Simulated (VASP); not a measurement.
Band structure of TiS (space group P-6m2). These are PBEsol GGA, VASP's PBE PAW potentials (set 64) (plane waves; VASP 6.6.1) values and carry that method's errors.

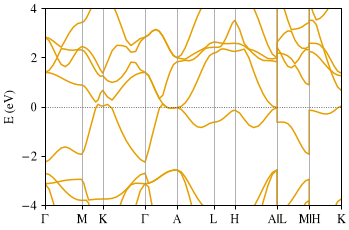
*Bands along high-symmetry lines, zero at the valence-band maximum or, without a gap, the Fermi level*

Read the plot: is there a gap, and where are the band edges?

It has no gap at this level: it comes out as a metal or semimetal. (Edges off the drawn lines would not show.)

The structure comes from a computed database's TiS entry (P-6m2); how it stands against other phases isn't given here. It was relaxed first.
